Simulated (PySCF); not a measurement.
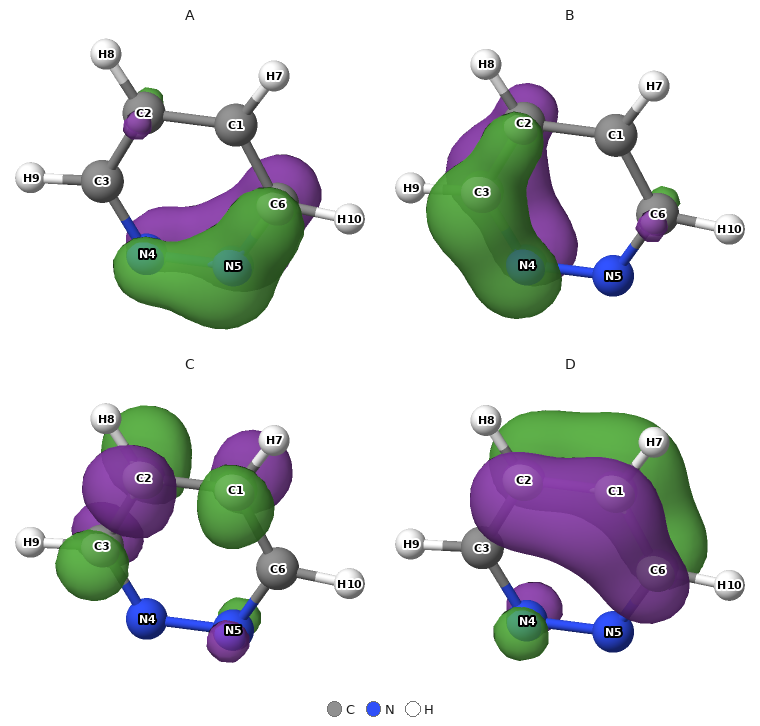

Figure 1: C4H4N2, SMILES `c1ccnnc1`. Intrinsic bond orbitals (IBO), occupied and valence-virtual; each surface holds about 70 % of the orbital's density. Energies are diagonal elements of the Fock matrix.

Computed with PySCF, TPSSh/def2-SVP, geometry: GFN2-xTB. No frequency check shows the geometry to be a minimum.

Question: What does each orbital represent in a Lewis picture?

Answer: By panel:
- A: delocalised π orbital mainly over N5, C6 and N4 (N5 54 %, C6 24 %, N4 16 %; −9.7 eV)
- B: delocalised π orbital mainly over C3, N4 and C2 (C3 47 %, N4 33 %, C2 15 %; −9.2 eV)
- C: delocalised π* orbital mainly over C2, C1 and C3 (C2 52 %, C1 28 %, C3 15 %; 0.6 eV)
- D: delocalised π orbital mainly over C1, C2 and C6 (C1 48 %, C2 28 %, C6 18 %; −8.8 eV)

Question: How do all the valence pairs divide up?

Answer: 15 pairs: 10 σ bonds, 3 delocalised π orbitals and 2 lone pairs.

The PySCF run took 21 s on 1 thread of Arm Neoverse V2 (shared host), peak memory 0.49 GiB.
